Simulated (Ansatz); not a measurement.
**CCl2F3Si (SMILES F[Si](F)(F)[C+](Cl)Cl) (charge +1): density, localisation and related maps**

```xyz
7

C    -0.2098    0.1489   -0.3971
Cl    0.0175    0.8283    1.0752
Cl    0.9540    0.2410   -1.5449
F    -2.3904   -1.3247    0.5758
F    -1.5390   -1.8328   -1.8744
F    -2.8007    0.4235   -1.3550
Si   -1.8949   -0.7398   -0.7990
```

Geometry: PBE0-D3(BJ)/def2-SVP.

Method: isolated molecule in a Gaussian basis; Kohn-Sham density functional theory, functional PBE0 in Ansatz 0.2.0.

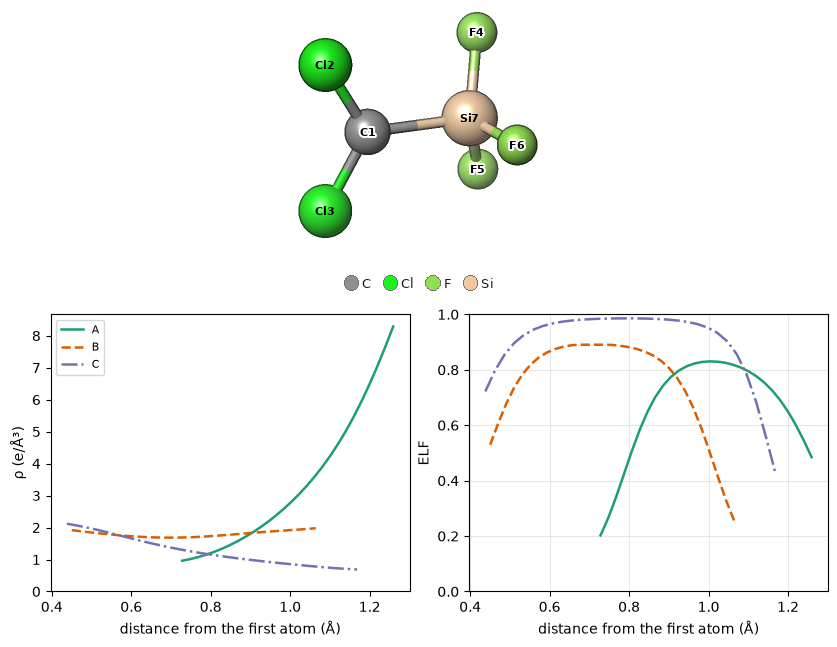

Figure 1. Total electron density and ELF along straight lines between neighbouring atoms. The curves leave out the atomic cores. The structure is drawn too.

### Which curve belongs to which contact (C–Cl, C–Si and Si–F)? The first atom named is at distance zero.

Curve A: Si–F (1.57 Å): ρ at the midpoint is about 1.1 e/Å³; the ELF peaks at about 0.85 in the valence shell of F, 0.6 Å from its nucleus, and is about 0.40 at the midpoint. Curve B: C–Cl (1.64 Å): ρ is about 1.7 e/Å³ halfway; the ELF peaks at about 0.90 between the atoms: a covalent bond. Curve C: C–Si (1.95 Å): ρ at the midpoint is about 0.89 e/Å³; the ELF peaks at about 1 between the atoms (a shared electron pair).

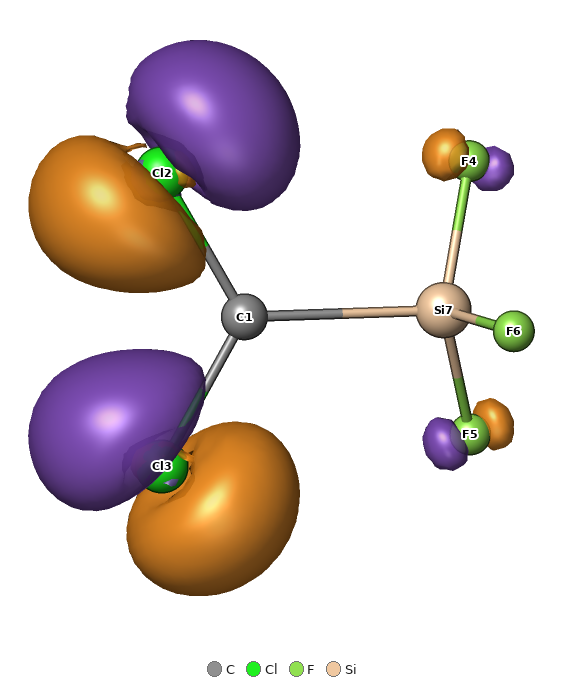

Figure 2. The HOMO−1 at ±0.15 Å⁻³ᐟ² (orange and purple are the two phases), seen at a tilt.

### Describe this orbital and give its energy.

It lies mainly on Cl2 (about 45 %) and Cl3 (about 45 %); largely a combination of lone pairs on Cl2 and Cl3. Its energy is −16.21 eV.
